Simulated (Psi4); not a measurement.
**PBE0/def2-SVPD run of P4 (SMILES P12P3P1P23)**

Aim: the vertical ionisation energy of P4 at PBE0/def2-SVPD, from 2 runs. 

The results are computed with Psi4 1.11.

9 further runs of the same task are left out: 9 that didn't finish.

## 1. The structure to begin with

P4: 4 atoms, total charge 0, spin state singlet. SMILES: `P12P3P1P23`. The coordinates come from a PBE0-D4/def2-TZVP relaxation.

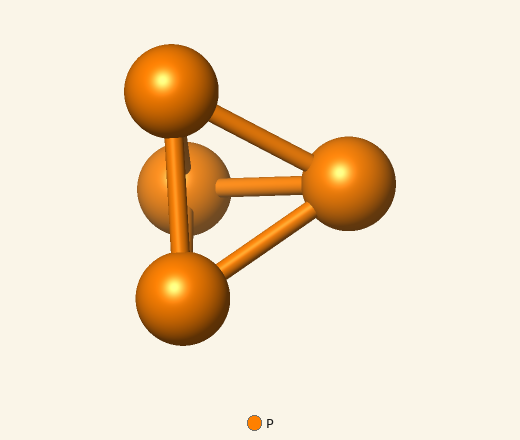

Viewed from a chosen angle; phosphorus orange.

## 2. Energy and forces at PBE0/def2-SVPD

File p4.in:

```
memory 1600 mb

molecule {
  0 1
  P     -1.36967350    -0.18897261     2.11535942
  P      2.44700636     0.20749193     0.59658654
  P     -0.34959933    -2.06301401    -1.41691665
  P     -0.72773353     2.04449469    -1.29484034
  units bohr
  symmetry c1
  no_reorient
  no_com
}

set basis def2-SVPD
set puream true
set e_convergence 1e-09
set d_convergence 1e-08
set scf_type pk
set dft_radial_points 99
set dft_spherical_points 590

result, w = gradient("pbe0", return_wfn=True)
oeprop(w, "DIPOLE", "QUADRUPOLE", "WIBERG_LOWDIN_INDICES")
print_variables()
```

The run is started by

```sh
$ psi4 p4.in p4.out -n 1
```

p4.out:

```text
[...]
  Running in c1 symmetry.
[...]
  Nuclear repulsion =  327.132424419381721
[...]
  Multiplicity = 1
[...]
  Nalpha       = 30
  Nbeta        = 30
[...]
    Number of basis functions: 96
[...]
   @RKS iter   1: -1364.49665336510407    1.77490e-01   2.76972e-03 DIIS/ADIIS
[...]
   @RKS iter   8: -1364.53935390754032   -2.93312e-10   2.41798e-09 DIIS
[...]
    Orbital Energies [Eh]
    ---------------------
    Doubly Occupied:
       1A    -77.233170     2A    -77.233138     3A    -77.233135
       4A    -77.233133     5A     -6.642895     6A     -6.642762
       7A     -6.642759     8A     -6.642758     9A     -4.782541
      10A     -4.782005    11A     -4.782003    12A     -4.782001
      13A     -4.780548    14A     -4.780547    15A     -4.780509
      16A     -4.780509    17A     -4.780508    18A     -4.780376
      19A     -4.780375    20A     -4.780374    21A     -0.848420
      22A     -0.561763    23A     -0.561752    24A     -0.561748
      25A     -0.367226    26A     -0.311963    27A     -0.311954
      28A     -0.311949    29A     -0.282639    30A     -0.282636
[...]
  @RKS Final Energy: -1364.53935390754032
   => Energetics <=
    Nuclear Repulsion Energy =            327.1324244193817208
    One-Electron Energy =               -2539.3350457638312037
    Two-Electron Energy =                 917.5365310058264185
    DFT Exchange-Correlation Energy =     -69.8732635689171531
    Empirical Dispersion Energy =           0.0000000000000000
    VV10 Nonlocal Energy =                  0.0000000000000000
    Total Energy =                      -1364.5393539075403169
[...]
  -Total Gradient:
     Atom            X                  Y                   Z
    ------   -----------------  -----------------  -----------------
       1        0.006850399420     0.000945252131    -0.010603393278
       2       -0.012226392239    -0.001042822414    -0.002982885514
       3        0.001744122095     0.010346740444     0.007103882885
       4        0.003631516543    -0.010247269758     0.006483613383
[...]
 Multipole Moments:
 ------------------------------------------------------------------------------------
     Multipole            Electronic (a.u.)      Nuclear  (a.u.)        Total (a.u.)
 ------------------------------------------------------------------------------------
 L = 1.  Multiply by 2.5417464519 to convert [e a0] to [Debye]
 Dipole X            :         -0.0000049            0.0000000           -0.0000049
 Dipole Y            :         -0.0000028            0.0000000           -0.0000028
 Dipole Z            :         -0.0028369            0.0028345           -0.0000024
 Magnitude           :                                                    0.0000061
 L = 2.  Multiply by 1.3450342976 to convert [e a0^2] to [Debye ang]
 Quadrupole XX       :       -165.6800314          127.7349211          -37.9451103
 Quadrupole XY       :          0.0007595           -0.0008126           -0.0000531
[...]
```

It took 44 s on 1 thread of Intel Xeon at 2.50GHz (Skylake/Cascade Lake), shared host; peak memory 0.62 GiB.

## 3. The doublet cation: a single-point energy at UPBE0/def2-SVPD

File calc.in:

```
memory 1.6 GB

molecule system {
  1 2
  P     -0.724800    -0.100000     1.119400
  P      1.294900     0.109800     0.315700
  P     -0.185000    -1.091700    -0.749800
  P     -0.385100     1.081900    -0.685200
  units angstrom
  symmetry c1
  no_reorient
  no_com
}

set globals {
  basis                def2-SVPD
  reference            uks
  puream               true
  e_convergence        1e-09
  d_convergence        1e-08
  scf_type             pk
  dft_radial_points    99
  dft_spherical_points 590
  maxiter              100
}

e, wfn = energy("pbe0", return_wfn=True)
oeprop(wfn, "LOWDIN_CHARGES", "WIBERG_LOWDIN_INDICES", "DIPOLE", title="PBE0")
```

The run is started by

```sh
$ psi4 calc.in calc.out -n 1
```

calc.out:

```text
[...]
  Running in c1 symmetry.
[...]
  Nuclear repulsion =  327.132424195368571
[...]
  Multiplicity = 2
[...]
  Nalpha       = 30
  Nbeta        = 29
[...]
    Number of basis functions: 96
[...]
   @UKS iter   1: -1364.17311336500984    5.01030e-01   1.52957e-03 ADIIS/DIIS
[...]
   @UKS iter  29: -1364.18215996012168   -1.20508e-11   8.11643e-09 DIIS
[...]
   @S^2 Observed:                7.559692994E-01
[...]
    Orbital Energies [Eh]
    ---------------------
    Alpha Occupied:
       1A    -77.472297     2A    -77.472267     3A    -77.472260
       4A    -77.472256     5A     -6.881268     6A     -6.881132
       7A     -6.881126     8A     -6.881123     9A     -5.022438
      10A     -5.022429    11A     -5.022297    12A     -5.022288
      13A     -5.019386    14A     -5.018851    15A     -5.018842
      16A     -5.018814    17A     -5.017176    18A     -5.017107
      19A     -5.017099    20A     -5.017002    21A     -1.089974
      22A     -0.808696    23A     -0.793126    24A     -0.793104
      25A     -0.586448    26A     -0.537958    27A     -0.536177
      28A     -0.536165    29A     -0.528167    30A     -0.505988
    Alpha Virtual:
[...]
  @UKS Final Energy: -1364.18215996012168
   => Energetics <=
    Nuclear Repulsion Energy =            327.1324241953685714
    One-Electron Energy =               -2525.2694121250319768
    Two-Electron Energy =                 903.6079568619431939
    DFT Exchange-Correlation Energy =     -69.6531288924013126
    Empirical Dispersion Energy =           0.0000000000000000
    VV10 Nonlocal Energy =                  0.0000000000000000
    Total Energy =                      -1364.1821599601216803
[...]
 Multipole Moments:
 ------------------------------------------------------------------------------------
     Multipole            Electronic (a.u.)      Nuclear  (a.u.)        Total (a.u.)
 ------------------------------------------------------------------------------------
 L = 1.  Multiply by 2.5417464519 to convert [e a0] to [Debye]
 Dipole X            :          0.0000437           -0.0000000            0.0000437
 Dipole Y            :          0.0000335            0.0000000            0.0000335
 Dipole Z            :         -0.0027797            0.0028346            0.0000549
 Magnitude           :                                                    0.0000778
[...]
```

Wall time 82 s (1 thread of Intel Xeon at 2.50GHz (Skylake/Cascade Lake), shared host); peak memory 0.63 GiB.

## 4. Summary of results

At PBE0/def2-SVPD:

| quantity | value |
| --- | --- |
| singlet P4: total energy | -1364.53935 Eh |
| singlet P4: dipole moment | 0.00 D |
| singlet P4: HOMO energy | -7.69 eV |
| singlet P4: LUMO energy | -0.69 eV |
| singlet P4: HOMO–LUMO gap | 7.00 eV |
| singlet P4: largest force on an atom | 0.652 eV/Å |
| doublet cation: total energy | -1364.18216 Eh |
| doublet cation: HOMO energy (highest over α and β) | -13.60 eV |
| doublet cation: LUMO energy (lowest over α and β) | -11.75 eV |
| doublet cation: ⟨S²⟩ | 0.756 |
| vertical ionisation energy (to the doublet cation) | 9.720 eV |

Removing an electron at fixed nuclei costs 9.72 eV (224 kcal/mol). The largest force (singlet P4) is 0.65 eV/Å: the shape isn't a stationary point for this species at this level. −ε(HOMO) before ionisation, 7.69 eV, is 2.03 eV below this ionisation energy.
